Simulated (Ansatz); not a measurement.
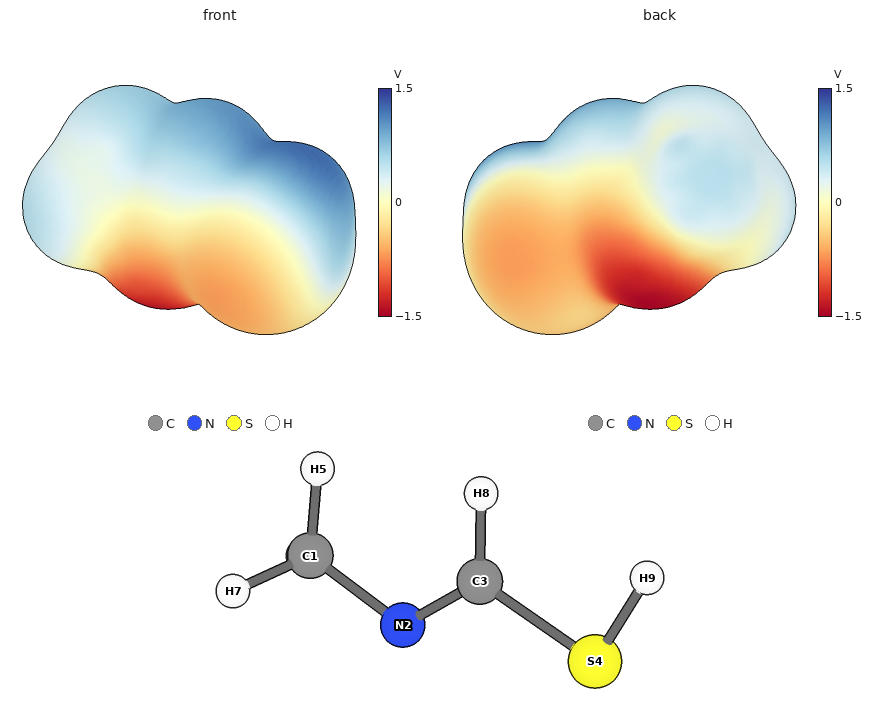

Figure 1: C2H5NS (SMILES CN=CS). The molecular electrostatic potential painted on the density surface at 0.001 e/bohr³, seen from the front and from behind; the colour scale runs from red (negative) to blue (positive). The bare structure is drawn below in the same view.

Geometry: PBE0-D4/def2-TZVP.

Computed with RKS PBE0-D4/def2-TZVPP in Ansatz 0.2.0.

```
atom    x (Å)    y (Å)    z (Å)
   C  -0.0592   1.4603   0.1961
   N   0.4154   0.1749   0.6328
   C   0.0963  -0.8323  -0.0437
   S   0.6411  -2.4299   0.4326
   H  -0.6722   1.4171  -0.7161
   H  -0.6489   1.9178   0.9952
   H   0.7953   2.1182   0.0152
   H  -0.5237  -0.7950  -0.9498
   H   0.0444  -3.0775  -0.5794
```

Q: Which sites attract a positive test charge, and which a negative one?

A: A positive charge is drawn to the negative regions and a negative charge to the positive ones. The most negative region (about −1.4 V) lies over N2, the most positive (about +1.2 V) over H9. N2 is the likeliest acceptor of a hydrogen bond.
